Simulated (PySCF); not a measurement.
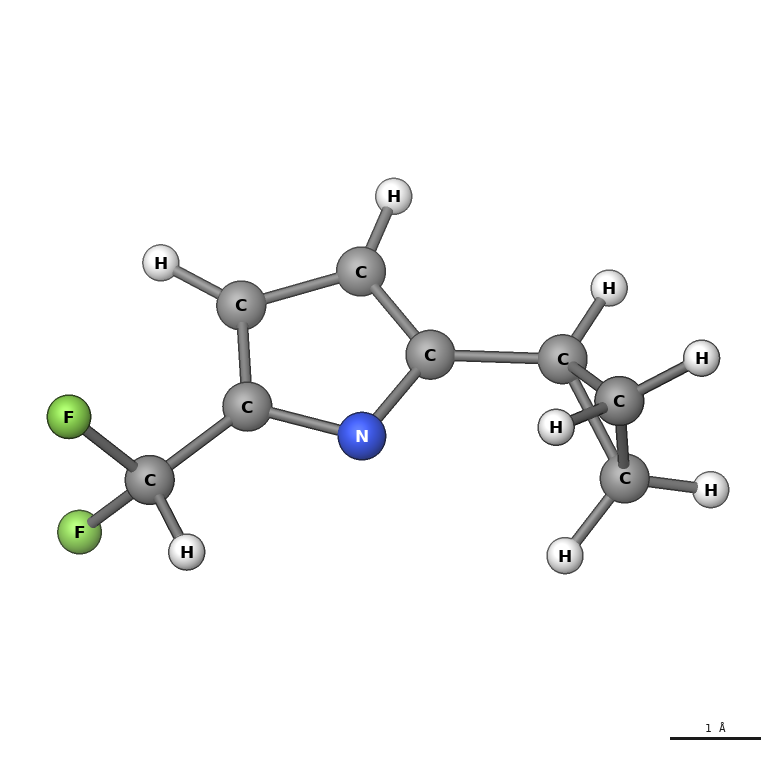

Rendered structure (ball-and-stick style).

Charge −1, singlet.

> Give the formula.

C₈H₈F₂N⁻, 19 atoms: 8 carbon, 8 hydrogen, 2 fluorine and 1 nitrogen.

> Describe its rings.

Independent rings (smallest set): 1 of 3 members, 1 of 5 members, 1 of them aromatic.

> Count the bonded pairs by element.

8 C–C, 8 C–H, 2 C–F, 2 C–N.

> Name functional groups in it.

Among them: C–F bond.

More results for the same structure follow; atom numbers are the same in all pictures, views and colours differ. The geometry was computed by an optimisation with PBE0-D3(BJ)/def2-SVP. No frequency run is at hand to confirm it as a minimum.

Geometry

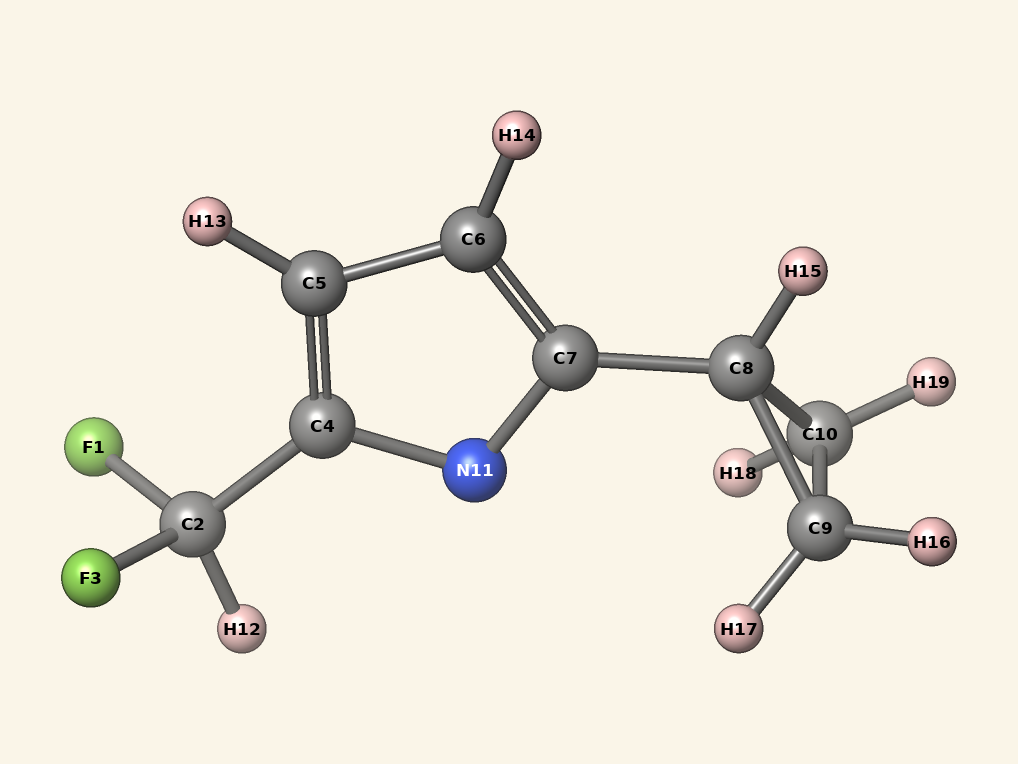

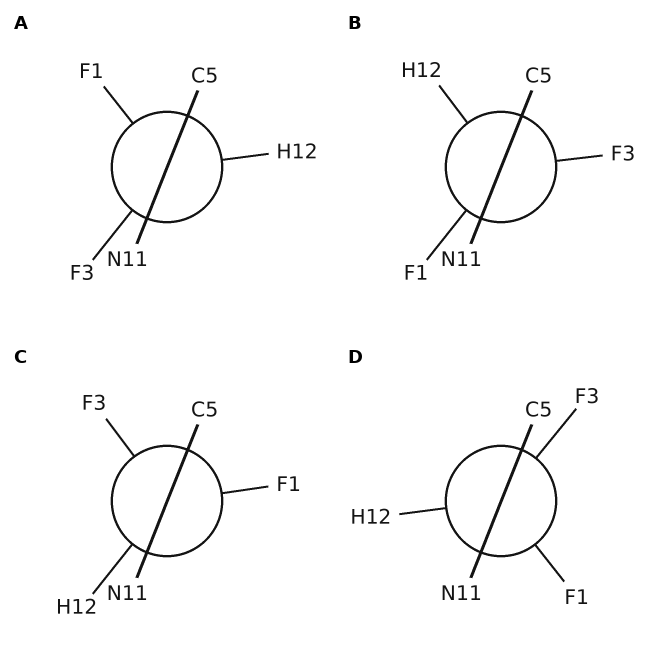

Atoms fade into the background with distance from the viewer. Bonds that would overlap in a projection are set slightly apart. No frequency run is at hand to confirm it as a minimum.

> Which Newman projection shows the view along C4–C2, with C4 in front?

C. The torsion angle N11–C4–C2–F1 is −120°, anticlinal.

NMR shielding

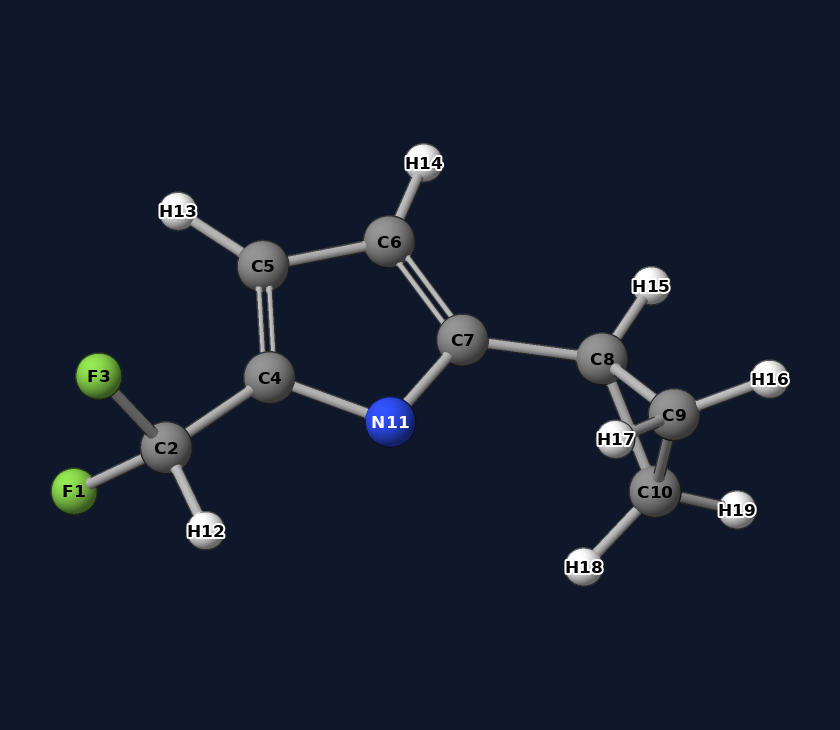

The questions are on isotropic NMR shieldings of the C atoms. No frequency run is at hand to confirm it as a minimum. Method: GIAO PBE0/pcSseg-1 NMR shielding, non-relativistic, IEF-PCM acetonitrile (PySCF 2.14.0).

Give the isotropic NMR shieldings of the C atoms atom by atom.

| atom | σ (ppm) |
| --- | --- |
| C2 | 60.8 |
| C4 | 49.7 |
| C5 | 79.2 |
| C6 | 76.4 |
| C7 | 40.4 |
| C8 | 172.2 |
| C9 | 174.6 |
| C10 | 174.5 |

Charges

The questions are on ESP-fitted charges. No frequency run is at hand to confirm it as a minimum. Method: PBE0/pcSseg-1 in acetonitrile (IEF-PCM) (PySCF 2.14.0).

> Which atom carries the highest charge (most positive or least negative)?

C2 (0.54 e).

> And the lowest?

C6 (−0.65 e).

Give the ESP-fitted charges atom by atom.

```csv
atom,value (e)
F1,−0.31
C2,0.54
F3,−0.31
C4,−0.11
C5,−0.23
C6,−0.65
C7,0.49
C8,−0.33
C9,−0.30
C10,−0.31
N11,−0.60
H12,0.03
H13,0.16
H14,0.21
H15,0.18
H16,0.16
H17,0.11
H18,0.12
H19,0.16
```

Electronic properties

No frequency run is at hand to confirm it as a minimum. Method: PBE0/pcSseg-1 in acetonitrile (IEF-PCM) (PySCF 2.14.0).

> What is the HOMO energy (Kohn–Sham orbital)?

−4.89 eV.
